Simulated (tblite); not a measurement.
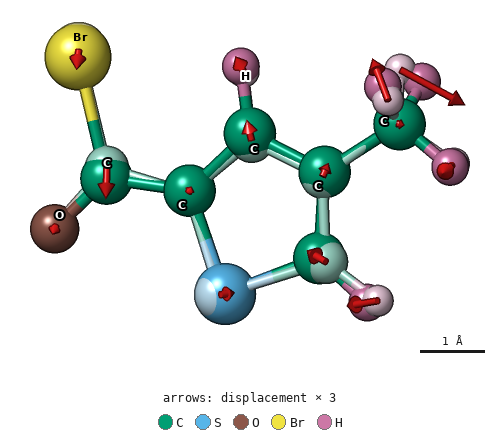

A relaxation of C6H5BrOS. The starting structure is drawn faded, the final one solid; red arrows show the displacements, magnified 3 times. The two geometries are superimposed by the best rigid fit.

Style: ball-and-stick. Shown at a tilt.

The calculation used GFN2-xTB geometry optimisation, gas phase in tblite. 

Q: Atoms of which element are displaced furthest, and by how much?

A: Hydrogen: up to 0.40 Å, against 0.17 Å for carbon.

Q: What happened in the run?

A: The energy falls by 91.2 kJ/mol in 84 geometry steps. The largest move after the best rigid fit is that of an H atom, 0.40 Å. Largest moves by element: H 0.40 Å, C 0.17 Å, Br 0.12 Å, S 0.10 Å, O 0.07 Å. Near-neighbour distances that change, for instance: C–S 1.876 → 1.707 Å, C–O 1.261 → 1.186 Å, Br–C 1.934 → 1.992 Å, C–C 1.355 → 1.406 Å. Among the angles between lasting bonds that change: C–C–O 117.7° → 130.0°, C–C–S 103.5° → 113.7°, S–C–H 129.3° → 119.3°. Groups turn about C–C by about 20°.
